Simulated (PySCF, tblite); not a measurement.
# C₂H₉NSSi₃: geometry, infrared bands and NMR shifts

Aim: predict the infrared bands and NMR shifts of C₂H₉NSSi₃ (`[SiH3]N([SiH3])C1=C[SiH2]S1`).

Computed with tblite 0.8.0 and PySCF 2.14.0, with density-fitted response routines of our own, on a single molecule in the gas phase. Atoms count from 0, in the outputs and in this text.

### Step 1. Starting geometry

16 atoms, charge 0, multiplicity 1; geometry from: force field or distance geometry start.

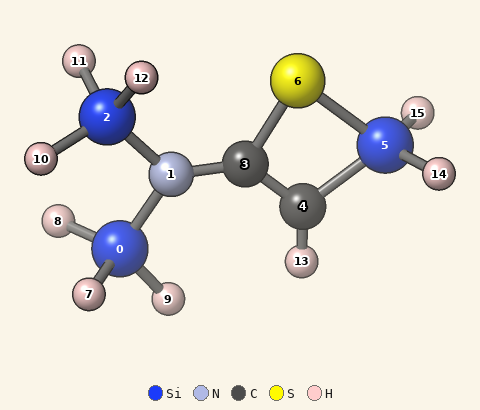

The starting geometry (silicon blue, nitrogen light blue, carbon dark grey, sulfur yellow, hydrogen pink), atoms numbered; sticks join atoms by distance.

### Step 2. Geometry optimisation with GFN2-xTB

The job: settings as JSON, then the geometry in Å.

```
{"job": {"kind": "relax", "xc": "GFN2-xTB", "basis": "xTB"}, "charge": 0, "multiplicity": 1}
Si    -1.859400    -1.004500     0.139700
N     -0.653300     0.212400     0.121100
Si    -1.463400     1.669300     0.491400
C      0.635900     0.033100    -0.164100
C      1.416200    -1.069000    -0.413600
Si     3.068900    -0.311900    -0.691300
S      1.879800     1.358600    -0.312400
H     -2.377800    -1.183200     1.524200
H     -2.958300    -0.656700    -0.799400
H     -1.298800    -2.297800    -0.298800
H     -2.658100     1.471100     1.366700
H     -1.916100     2.290800    -0.784100
H     -0.582800     2.599200     1.233000
H      1.153900    -2.121100    -0.461700
H      4.050600    -0.592100     0.389200
H      3.555200    -0.389500    -2.076800
```

The run is started by

```
> OMP_NUM_THREADS=1 python probes_run.py task.json out
```

This one command runs all jobs of the session in turn.

**Question.** This job is followed by: GFN2-xTB harmonic vibrations, gas phase; GIAO PBE0/pcSseg-1 NMR shielding, non-relativistic, gas phase. What will the session give for the following? strongest single infrared mode (GFN2-xTB); zero-point energy (GFN2-xTB); 13C shifts against TMS (PBE0/pcSseg-1); 1H shifts against TMS (PBE0/pcSseg-1, means over atoms taken as alike); 29Si shifts against TMS (PBE0/pcSseg-1, means over atoms taken as alike); 15N shifts against NH3 (PBE0/pcSseg-1); 33S shifts against CS2 (PBE0/pcSseg-1).

**Answer**, as computed:

```
                                                                quantity                 value
                               strongest single infrared mode (GFN2-xTB)  824 cm⁻¹, 534 km/mol
                                            zero-point energy (GFN2-xTB)         59.0 kcal/mol
                                  13C shifts against TMS (PBE0/pcSseg-1)       173.3, 81.0 ppm
  1H shifts against TMS (PBE0/pcSseg-1, means over atoms taken as alike)  5.16, 4.88, 3.59 ppm
29Si shifts against TMS (PBE0/pcSseg-1, means over atoms taken as alike)      -51.5, -52.3 ppm
                                  15N shifts against NH3 (PBE0/pcSseg-1)              84.9 ppm
                                  33S shifts against CS2 (PBE0/pcSseg-1)               -23 ppm
```

What this shows: The optimisation took 162 steps and gained 0.702 eV; among the close pairs (by a distance rule), Si5–S6 changed most, from 2.085 to 2.227 Å. No mode is imaginary among the 42: a minimum at this level. The strongest single mode, at 824 cm⁻¹, has its largest shares on H10, H12, H11 and H8 (the list is cut at 4 atoms). GFN2-xTB is a fitted tight-binding method: band positions and strengths are rough. Its intensities can rank the bands wrongly. C3 (alkene carbon bearing nitrogen) lies farthest downfield among carbon, at 173.3 ppm; an sp2 carbon further deshielded by the attached heteroatom. At PBE0/pcSseg-1: Shielding is most anisotropic at S6 (span 516 ppm, paramagnetic term -533 ppm).
